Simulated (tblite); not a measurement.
**Run report: C5H13Si (charge +1), geometry relaxation**

System: C5H13Si, charge +1.
Method: GFN2-xTB geometry optimisation, gas phase (tblite 0.8.0).

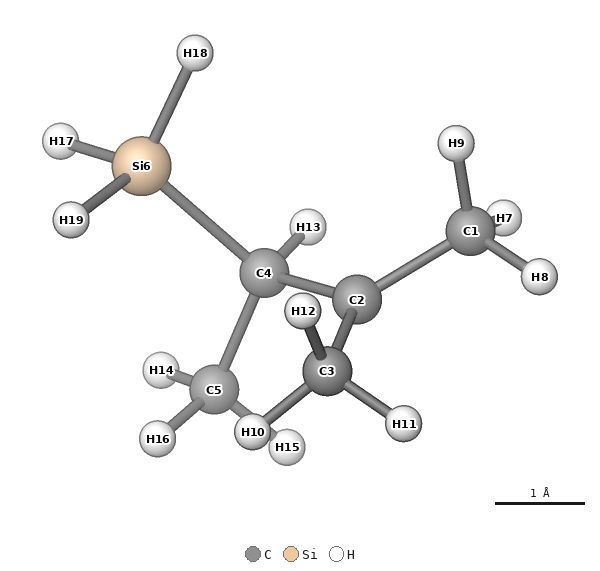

**Figure 1.** The structure as given in the input (ball-and-stick view, seen at a tilt; atoms are numbered from 1 in the order of the input). Bond lengths as drawn: C–C 1.49 to 1.55 Å, C–H 1.08 to 1.10 Å, C–Si 1.91 Å and H–Si 1.48 to 1.50 Å.

**The input**
```
{"job": {"xc": "GFN2-xTB", "basis": "xTB", "kind": "relax"}, "charge": 1, "multiplicity": 1}
C      1.149100     0.661500    -1.711900
C      0.740500     0.077700    -0.402800
C      1.679500     0.273200     0.770300
C     -0.690700    -0.379900    -0.206300
C     -0.741000    -1.769800     0.481700
Si    -1.830500     0.897800     0.643500
H      0.697300     0.106800    -2.543100
H      2.232900     0.641400    -1.837800
H      0.816000     1.702300    -1.775200
H      1.398200    -0.352000     1.624900
H      2.693900     0.020200     0.483400
H      1.647400     1.318900     1.092000
H     -1.132900    -0.521600    -1.185800
H     -1.752100    -2.179400     0.445000
H     -0.089000    -2.471100    -0.040500
H     -0.436900    -1.728900     1.538200
H     -3.214300     0.378700     0.708800
H     -1.824700     2.162700    -0.127500
H     -1.352300     1.170500     2.035700
```

The first line tells a small driver script what to run in tblite; the rest is the geometry in Å.

Command:
```bash
OMP_NUM_THREADS=1 python <driver script> task.json out
```

**The program's output**
```
step      E/eV     max force
  0    -506.16460    3.662
  1    -506.45547    1.599
  2    -506.55901    0.526
  3    -506.58355    0.325
  4    -506.60439    0.285
  5    -506.62597    0.392
  6    -506.65037    0.346
  7    -506.66504    0.277
  8    -506.67551    0.224
  9    -506.68639    0.287
 10    -506.70093    0.428
 11    -506.71646    0.446
 12    -506.72855    0.288
 13    -506.73672    0.277
 14    -506.74548    0.319
 15    -506.75570    0.253
 16    -506.76365    0.231
 17    -506.76947    0.220
 18    -506.77507    0.203
 19    -506.78194    0.245
 20    -506.78967    0.230
 21    -506.79674    0.217
 22    -506.80278    0.208
 23    -506.80900    0.210
 24    -506.81572    0.202
 25    -506.82053    0.124
 26    -506.82328    0.110
 27    -506.82527    0.122
 28    -506.82714    0.138
 29    -506.82945    0.123
 30    -506.83216    0.161
 31    -506.83522    0.163
 32    -506.83852    0.127
 33    -506.84204    0.146
 34    -506.84575    0.167
 35    -506.84948    0.186
 36    -506.85283    0.137
 37    -506.85540    0.086
 38    -506.85716    0.085
 39    -506.85858    0.107
 40    -506.86011    0.120
 41    -506.86182    0.095
 42    -506.86351    0.076
 43    -506.86492    0.078
 44    -506.86623    0.087
 45    -506.86799    0.114
 46    -506.87058    0.127
 47    -506.87372    0.112
 48    -506.87664    0.100
 49    -506.87906    0.101
 50    -506.88098    0.122
 51    -506.88324    0.123
 52    -506.88560    0.106
 53    -506.88847    0.103
 54    -506.88979    0.096
 55    -506.89275    0.116
 56    -506.89558    0.135
 57    -506.89927    0.132
 58    -506.90268    0.114
 59    -506.90585    0.113
 60    -506.90460    0.288
 61    -506.91015    0.113
 62    -506.91175    0.096
 63    -506.91542    0.095
 64    -506.91645    0.093
 65    -506.91992    0.080
 66    -506.92136    0.077
 67    -506.92255    0.076
 68    -506.92339    0.059
 69    -506.92414    0.052
 70    -506.92470    0.049
 71    -506.92512    0.048
 72    -506.92555    0.054
 73    -506.92597    0.043
 74    -506.92651    0.047
 75    -506.92685    0.040
 76    -506.92724    0.035
 77    -506.92753    0.034
 78    -506.92784    0.046
 79    -506.92814    0.046
 80    -506.92851    0.043
 81    -506.92900    0.055
 82    -506.92960    0.056
 83    -506.93017    0.050
 84    -506.93063    0.044
 85    -506.93100    0.040
 86    -506.93137    0.040
 87    -506.93182    0.049
 88    -506.93227    0.059
 89    -506.93270    0.045
 90    -506.93307    0.037
 91    -506.93336    0.031
 92    -506.93355    0.029
 93    -506.93372    0.028
 94    -506.93387    0.026
 95    -506.93405    0.027
 96    -506.93423    0.028
 97    -506.93438    0.022
 98    -506.93449    0.022
 99    -506.93458    0.024
100    -506.93466    0.024
101    -506.93472    0.016
102    -506.93476    0.014
103    -506.93478    0.014
104    -506.93481    0.009
105    -506.93483    0.010
106    -506.93485    0.011
107    -506.93486    0.008
108    -506.93488    0.008
109    -506.93489    0.009
110    -506.93491    0.008
111    -506.93492    0.009
112    -506.93495    0.010
113    -506.93498    0.012
114    -506.93501    0.009
115    -506.93502    0.007
116    -506.93502    0.006
117    -506.93503    0.005
118    -506.93504    0.007
119    -506.93505    0.006
120    -506.93506    0.007
121    -506.93507    0.007
122    -506.93508    0.009
123    -506.93510    0.010
124    -506.93511    0.009
125    -506.93513    0.009
126    -506.93515    0.010
127    -506.93516    0.011
128    -506.93518    0.013
129    -506.93520    0.010
130    -506.93521    0.011
131    -506.93522    0.009
132    -506.93524    0.008
133    -506.93524    0.006
134    -506.93525    0.005
135    -506.93525    0.005
136    -506.93526    0.005
137    -506.93526    0.005
138    -506.93526    0.003
139    -506.93526    0.002
```

**Trajectory as extended XYZ (Å, eV, eV/Å), 12 frames, from step=0 to step=139**
```
19
Properties=species:S:1:pos:R:3:forces:R:3 step=0 energy=-506.16460
C     1.1491    0.6615   -1.7119   -0.1500  -0.8870   0.5470
C     0.7405    0.0777   -0.4028   -1.5430   1.1010   0.9760
C     1.6795    0.2732    0.7703   -1.1960  -0.9880  -0.8410
C    -0.6907   -0.3799   -0.2063    3.3580  -1.1420  -0.9090
C    -0.7410   -1.7698    0.4817   -0.0910   0.3180   0.6110
Si   -1.8305    0.8978    0.6435   -0.9950   1.3510   1.2570
H     0.6973    0.1068   -2.5431   -0.0200   0.2500   0.1470
H     2.2329    0.6414   -1.8378   -0.0930   0.1470   0.1060
H     0.8160    1.7023   -1.7752   -0.0060  -0.1050   0.0240
H     1.3982   -0.3520    1.6249   -0.0170   0.2130  -0.1900
H     2.6939    0.0202    0.4834    0.1500   0.1690  -0.0650
H     1.6474    1.3189    1.0920    0.0230  -0.0930  -0.2150
H    -1.1329   -0.5216   -1.1858   -0.1030   0.1280  -0.3360
H    -1.7521   -2.1794    0.4450    0.1170   0.1970   0.0000
H    -0.0890   -2.4711   -0.0405   -0.0520   0.1420   0.0480
H    -0.4369   -1.7289    1.5382   -0.1160  -0.0150  -0.4050
H    -3.2143    0.3787    0.7088    0.4670  -0.1400  -0.1750
H    -1.8247    2.1627   -0.1275    0.2190  -0.3950   0.0060
H    -1.3523    1.1705    2.0357    0.0470  -0.2510  -0.5870
19
Properties=species:S:1:pos:R:3:forces:R:3 step=12 energy=-506.72855
C     1.0928    0.7212   -1.6606    0.0080   0.0540  -0.0710
C     0.6504    0.1621   -0.3725    0.0720  -0.1280  -0.0880
C     1.5984    0.2490    0.7438   -0.0180  -0.0080   0.0500
C    -0.6034   -0.4521   -0.2721    0.0960  -0.2450  -0.1160
C    -0.7526   -1.7368    0.5225   -0.0050  -0.0650   0.1010
Si   -1.7882    0.9276    0.6685   -0.0300   0.0360  -0.0580
H     0.6565    0.1595   -2.4848    0.0210   0.1170  -0.0720
H     2.1788    0.6786   -1.7253   -0.0380   0.1230  -0.0900
H     0.8037    1.7666   -1.7893   -0.0060  -0.0100   0.0650
H     1.3215   -0.3669    1.5917   -0.0160   0.0410   0.0730
H     2.6023   -0.0291    0.4146   -0.0740   0.0930   0.0940
H     1.6411    1.2987    1.0576    0.1460  -0.1070   0.0120
H    -1.0848   -0.5511   -1.2425   -0.0770  -0.0270  -0.0580
H    -1.7819   -2.0787    0.4893   -0.0060  -0.0350   0.0470
H    -0.1270   -2.5060    0.0682   -0.0690   0.0250  -0.0600
H    -0.4447   -1.6539    1.5566   -0.0520   0.0770   0.1560
H    -3.0631    0.2341    0.6190   -0.0790  -0.0560  -0.0100
H    -1.6958    2.1004   -0.1862    0.0340   0.1170  -0.0540
H    -1.2138    1.0860    1.9940    0.0920   0.0000   0.0790
19
Properties=species:S:1:pos:R:3:forces:R:3 step=25 energy=-506.82053
C     1.0476    0.8206   -1.6533   -0.0430  -0.0010   0.0380
C     0.6529    0.1098   -0.4154    0.0040  -0.1040   0.0130
C     1.5683    0.2200    0.7329    0.0030  -0.0260   0.0130
C    -0.5486   -0.5898   -0.3397   -0.0520   0.0560   0.0090
C    -0.7824   -1.7589    0.5929    0.0390   0.0000   0.0190
Si   -1.7024    0.9233    0.5780    0.0140   0.0050   0.0150
H     0.6282    0.3696   -2.5481   -0.1000  -0.0330   0.0120
H     2.1298    0.8530   -1.7587    0.0160   0.0070   0.0700
H     0.7110    1.8565   -1.6209   -0.0020   0.0920   0.0190
H     1.2292   -0.3354    1.5981    0.0060  -0.0280   0.0740
H     2.5614   -0.1371    0.4654    0.0410  -0.0260  -0.0520
H     1.6887    1.2683    1.0035    0.0800   0.0860  -0.0090
H    -1.0371   -0.7278   -1.3000   -0.0390  -0.0370  -0.0350
H    -1.8298   -2.0525    0.5868    0.0550   0.0030  -0.0070
H    -0.2036   -2.6133    0.2475    0.0340  -0.0260  -0.0740
H    -0.4851   -1.5637    1.6186   -0.0280   0.0130   0.0320
H    -2.9732    0.2041    0.5442    0.0360   0.1030  -0.0350
H    -1.5879    2.1325   -0.2381    0.0020  -0.1080   0.0010
H    -1.0770    1.0300    1.8989   -0.0640   0.0240  -0.1040
19
Properties=species:S:1:pos:R:3:forces:R:3 step=37 energy=-506.85540
C     0.9874    0.8713   -1.5929   -0.0050   0.0130  -0.0480
C     0.6373    0.0925   -0.3842    0.0200   0.0840   0.0010
C     1.5937    0.1979    0.7326    0.0290   0.0010   0.0430
C    -0.5530   -0.6285   -0.3265    0.0460  -0.0300  -0.0120
C    -0.7694   -1.7913    0.6107    0.0600   0.0180   0.0100
Si   -1.6945    0.9297    0.5128   -0.0370   0.0300  -0.0290
H     0.5192    0.4693   -2.4874   -0.0180   0.0260  -0.0230
H     2.0679    0.8941   -1.7297   -0.0400  -0.0020  -0.0180
H     0.6727    1.9138   -1.4915    0.0430  -0.0490   0.0250
H     1.2704   -0.2962    1.6423   -0.0410  -0.0160   0.0030
H     2.5474   -0.2436    0.4343   -0.0380  -0.0330  -0.0120
H     1.8122    1.2481    0.9422    0.0010  -0.0550  -0.0250
H    -1.0267   -0.7996   -1.2905   -0.0020   0.0860   0.0000
H    -1.8116   -2.1036    0.6019    0.0760   0.0010   0.0190
H    -0.1658   -2.6320    0.2681   -0.0360  -0.0180  -0.0010
H    -0.4748   -1.5708    1.6313   -0.0350  -0.0300   0.0710
H    -3.0113    0.3065    0.4547    0.0530  -0.0290   0.0070
H    -1.5234    2.0813   -0.3699   -0.0090  -0.0220   0.0170
H    -1.0874    1.0703    1.8343   -0.0650   0.0230  -0.0300
19
Properties=species:S:1:pos:R:3:forces:R:3 step=50 energy=-506.88098
C     0.9407    0.9382   -1.5584   -0.0180  -0.0130   0.0350
C     0.6420    0.1143   -0.3643    0.0040  -0.0520  -0.0320
C     1.6279    0.1476    0.7303    0.0220   0.0040  -0.0400
C    -0.5267   -0.6381   -0.2931   -0.0470   0.1130   0.0020
C    -0.7200   -1.8030    0.6465    0.0330   0.0490  -0.0040
Si   -1.7267    0.9475    0.4352    0.0010  -0.0410   0.0290
H     0.3578    0.6353   -2.4250    0.0200   0.0180   0.0090
H     2.0022    0.8873   -1.7978   -0.0140  -0.0530  -0.0080
H     0.7356    1.9929   -1.3617    0.0480  -0.0050   0.0300
H     1.2340   -0.2649    1.6549    0.0960   0.0350  -0.0010
H     2.4984   -0.4475    0.4353   -0.0910  -0.0370   0.0410
H     2.0072    1.1565    0.8899   -0.0320   0.0040   0.0190
H    -1.0254   -0.7984   -1.2459    0.0460  -0.0240  -0.0500
H    -1.7565   -2.1325    0.6275    0.0710  -0.0330  -0.0060
H    -0.0933   -2.6284    0.3075   -0.0600  -0.0220  -0.0080
H    -0.4474   -1.5974    1.6784   -0.0100   0.0900  -0.0240
H    -3.0059    0.2603    0.3564   -0.0450  -0.0320   0.0000
H    -1.5229    2.0424   -0.5062   -0.0580   0.0110   0.0010
H    -1.2310    1.1970    1.7830    0.0350  -0.0130   0.0070
19
Properties=species:S:1:pos:R:3:forces:R:3 step=63 energy=-506.91542
C     0.9401    0.9913   -1.5168    0.0220   0.0500  -0.0640
C     0.6492    0.1307   -0.3559   -0.0470   0.0820   0.0010
C     1.6524    0.1008    0.7217    0.0240   0.0050  -0.0180
C    -0.5293   -0.6087   -0.3045    0.0150  -0.0280   0.0310
C    -0.6807   -1.7572    0.6607    0.0140  -0.0300   0.0290
Si   -1.8084    0.9015    0.3861   -0.0370   0.0360  -0.0320
H     0.2250    0.8635   -2.3259    0.0030   0.0120   0.0190
H     1.9387    0.7704   -1.8969    0.0080   0.0120   0.0170
H     0.9580    2.0421   -1.2189    0.0490  -0.0240  -0.0090
H     1.2382   -0.1749    1.6888    0.0130   0.0420  -0.0390
H     2.3789   -0.6757    0.4597    0.0100   0.0210   0.0540
H     2.2007    1.0392    0.8002   -0.0310  -0.0640  -0.0290
H    -0.9850   -0.7926   -1.2765   -0.0120  -0.0180   0.0490
H    -1.6966   -2.1416    0.6668    0.0030   0.0070  -0.0450
H    -0.0192   -2.5704    0.3646   -0.0070  -0.0240  -0.0360
H    -0.4144   -1.4809    1.6768   -0.0420  -0.0020   0.0480
H    -3.0381    0.1244    0.3187   -0.0220   0.0040   0.0350
H    -1.6921    1.9943   -0.5726    0.0010  -0.0160  -0.0350
H    -1.3273    1.2531    1.7163    0.0370  -0.0640   0.0210
19
Properties=species:S:1:pos:R:3:forces:R:3 step=75 energy=-506.92685
C     0.9579    1.0164   -1.5114   -0.0230  -0.0110   0.0150
C     0.6511    0.1518   -0.3567    0.0160  -0.0110  -0.0070
C     1.6624    0.0948    0.7130   -0.0040   0.0110  -0.0060
C    -0.5272   -0.5896   -0.2972   -0.0050   0.0210  -0.0060
C    -0.6679   -1.7413    0.6675    0.0010  -0.0120  -0.0030
Si   -1.8571    0.8799    0.3738    0.0340   0.0020   0.0210
H     0.1982    0.9785   -2.2866   -0.0140  -0.0160  -0.0110
H     1.9128    0.7090   -1.9424    0.0000  -0.0070  -0.0040
H     1.1000    2.0495   -1.1924    0.0070   0.0170   0.0100
H     1.2345   -0.0945    1.6947   -0.0060   0.0320  -0.0160
H     2.3253   -0.7507    0.5022   -0.0190   0.0050   0.0130
H     2.2794    0.9896    0.7370    0.0060  -0.0050   0.0110
H    -0.9848   -0.7837   -1.2649    0.0000  -0.0020  -0.0180
H    -1.6754   -2.1452    0.6444   -0.0130  -0.0180  -0.0240
H     0.0151   -2.5392    0.3804    0.0190  -0.0270   0.0010
H    -0.4378   -1.4632    1.6925   -0.0040   0.0040   0.0090
H    -3.0751    0.0812    0.3527   -0.0040   0.0050   0.0080
H    -1.7829    1.9533   -0.6105    0.0130  -0.0020   0.0040
H    -1.3383    1.2126    1.6963   -0.0060   0.0130   0.0020
19
Properties=species:S:1:pos:R:3:forces:R:3 step=88 energy=-506.93227
C     0.9584    1.0136   -1.5202   -0.0160   0.0270  -0.0160
C     0.6506    0.1568   -0.3615   -0.0050  -0.0190  -0.0250
C     1.6497    0.1147    0.7202   -0.0170   0.0030   0.0060
C    -0.5248   -0.5919   -0.3088    0.0170  -0.0220   0.0050
C    -0.6652   -1.7545    0.6460    0.0000   0.0120  -0.0190
Si   -1.8382    0.8719    0.3994   -0.0090   0.0180  -0.0150
H     0.1811    0.9967   -2.2792    0.0040  -0.0180  -0.0170
H     1.8946    0.6770   -1.9734   -0.0270  -0.0090   0.0190
H     1.1398    2.0431   -1.2080    0.0040  -0.0020   0.0160
H     1.1921    0.0098    1.7020    0.0230   0.0030  -0.0050
H     2.2685   -0.7774    0.5762   -0.0180   0.0330   0.0220
H     2.3071    0.9818    0.7044   -0.0200  -0.0550   0.0040
H    -0.9832   -0.7768   -1.2796    0.0220   0.0070   0.0290
H    -1.6603   -2.1858    0.5735    0.0300   0.0020   0.0250
H     0.0504   -2.5357    0.3863   -0.0040   0.0490   0.0140
H    -0.4863   -1.4686    1.6810   -0.0040  -0.0430  -0.0390
H    -3.0597    0.0781    0.4097    0.0040   0.0000  -0.0100
H    -1.7691    1.9387   -0.5919   -0.0090   0.0140   0.0040
H    -1.3153    1.2176    1.7164    0.0260   0.0000   0.0020
19
Properties=species:S:1:pos:R:3:forces:R:3 step=101 energy=-506.93472
C     0.9507    1.0157   -1.5211    0.0090   0.0070  -0.0110
C     0.6435    0.1588   -0.3632    0.0090   0.0050  -0.0050
C     1.6343    0.1186    0.7258    0.0050  -0.0070   0.0020
C    -0.5267   -0.5957   -0.3137   -0.0030   0.0110  -0.0030
C    -0.6571   -1.7607    0.6364   -0.0010  -0.0030  -0.0040
Si   -1.8275    0.8785    0.4013   -0.0060   0.0020   0.0040
H     0.1689    1.0086   -2.2758    0.0040  -0.0050  -0.0020
H     1.8764    0.6599   -1.9802   -0.0020   0.0050   0.0000
H     1.1533    2.0406   -1.2076   -0.0020   0.0000   0.0000
H     1.1674    0.0658    1.7071    0.0030   0.0000   0.0070
H     2.2220   -0.7986    0.6239   -0.0100  -0.0070   0.0040
H     2.3227    0.9584    0.6868   -0.0040   0.0040   0.0020
H    -0.9836   -0.7777   -1.2842   -0.0090  -0.0040  -0.0020
H    -1.6386   -2.2171    0.5500   -0.0040  -0.0030   0.0030
H     0.0835   -2.5196    0.3858    0.0090  -0.0060   0.0030
H    -0.5007   -1.4784    1.6748    0.0090   0.0010   0.0010
H    -3.0457    0.0796    0.4197    0.0010   0.0090   0.0030
H    -1.7761    1.9535   -0.5828   -0.0010  -0.0050   0.0030
H    -1.2765    1.2190    1.7096   -0.0050  -0.0020  -0.0070
19
Properties=species:S:1:pos:R:3:forces:R:3 step=113 energy=-506.93498
C     0.9517    1.0179   -1.5222    0.0010  -0.0040   0.0000
C     0.6433    0.1594   -0.3655   -0.0090   0.0070   0.0030
C     1.6315    0.1152    0.7261   -0.0020   0.0030  -0.0060
C    -0.5282   -0.5941   -0.3150    0.0040  -0.0040   0.0030
C    -0.6516   -1.7604    0.6358    0.0000   0.0040  -0.0040
Si   -1.8301    0.8785    0.4017   -0.0020   0.0030  -0.0010
H     0.1718    1.0084   -2.2789    0.0040   0.0000   0.0020
H     1.8792    0.6648   -1.9792    0.0060  -0.0030  -0.0020
H     1.1523    2.0432   -1.2087   -0.0080  -0.0030   0.0050
H     1.1621    0.0714    1.7070    0.0000   0.0080  -0.0010
H     2.2086   -0.8093    0.6319    0.0030  -0.0070  -0.0030
H     2.3273    0.9487    0.6847    0.0010  -0.0020   0.0020
H    -0.9877   -0.7778   -1.2844    0.0030   0.0020   0.0090
H    -1.6318   -2.2207    0.5532    0.0020   0.0010   0.0020
H     0.0917   -2.5167    0.3836   -0.0050   0.0040   0.0010
H    -0.4919   -1.4770    1.6737   -0.0010  -0.0010  -0.0090
H    -3.0517    0.0855    0.4234    0.0030  -0.0020   0.0000
H    -1.7785    1.9524   -0.5835    0.0010  -0.0040   0.0020
H    -1.2778    1.2198    1.7089   -0.0010  -0.0020  -0.0020
19
Properties=species:S:1:pos:R:3:forces:R:3 step=126 energy=-506.93515
C     0.9518    1.0192   -1.5219    0.0020   0.0020   0.0040
C     0.6425    0.1589   -0.3671    0.0030  -0.0040   0.0040
C     1.6313    0.1130    0.7238    0.0080  -0.0050   0.0040
C    -0.5286   -0.5946   -0.3156   -0.0060   0.0030   0.0010
C    -0.6514   -1.7591    0.6367    0.0000  -0.0010  -0.0020
Si   -1.8300    0.8778    0.4008   -0.0030  -0.0010  -0.0010
H     0.1783    1.0035   -2.2850    0.0030  -0.0030   0.0030
H     1.8880    0.6784   -1.9707   -0.0050   0.0010   0.0020
H     1.1366    2.0457   -1.2023   -0.0010   0.0050  -0.0080
H     1.1628    0.0815    1.7058    0.0000   0.0030  -0.0050
H     2.1987   -0.8184    0.6354    0.0000   0.0030   0.0010
H     2.3350    0.9395    0.6770    0.0010  -0.0010  -0.0030
H    -0.9898   -0.7792   -1.2835    0.0030   0.0010  -0.0050
H    -1.6333   -2.2170    0.5593    0.0040   0.0010   0.0030
H     0.0887   -2.5172    0.3810   -0.0030  -0.0040   0.0030
H    -0.4855   -1.4747    1.6731   -0.0030  -0.0050  -0.0030
H    -3.0505    0.0831    0.4222    0.0000   0.0020   0.0000
H    -1.7761    1.9507   -0.5850   -0.0030   0.0010   0.0010
H    -1.2783    1.2180    1.7084   -0.0010   0.0010   0.0010
19
Properties=species:S:1:pos:R:3:forces:R:3 step=139 energy=-506.93526
C     0.9519    1.0215   -1.5200    0.0000   0.0000   0.0010
C     0.6439    0.1592   -0.3664   -0.0010   0.0000  -0.0010
C     1.6348    0.1108    0.7226   -0.0020   0.0000  -0.0010
C    -0.5283   -0.5930   -0.3149    0.0010  -0.0010   0.0000
C    -0.6506   -1.7592    0.6356    0.0000   0.0010   0.0000
Si   -1.8334    0.8763    0.4004    0.0000   0.0000   0.0000
H     0.1810    1.0008   -2.2856    0.0010  -0.0010   0.0020
H     1.8918    0.6863   -1.9650   -0.0010   0.0010  -0.0020
H     1.1292    2.0496   -1.2011    0.0000   0.0010  -0.0010
H     1.1665    0.0996    1.7052    0.0000   0.0010   0.0010
H     2.1873   -0.8302    0.6464    0.0010  -0.0010   0.0000
H     2.3500    0.9265    0.6642    0.0010  -0.0010   0.0010
H    -0.9883   -0.7766   -1.2838    0.0010  -0.0010   0.0010
H    -1.6329   -2.2163    0.5595    0.0000   0.0010   0.0000
H     0.0880   -2.5184    0.3783   -0.0010   0.0020   0.0000
H    -0.4831   -1.4763    1.6721    0.0000  -0.0010   0.0000
H    -3.0534    0.0808    0.4233    0.0010   0.0000   0.0000
H    -1.7827    1.9490   -0.5859    0.0000  -0.0010   0.0010
H    -1.2815    1.2188    1.7075   -0.0010   0.0000  -0.0010
```

**Key numbers**

- outcome: converged
- total energy: −506.9353 eV
- hardware: 1 CPU thread, shared host
- wall time: 0.93 s
- peak memory: 0.19 GiB
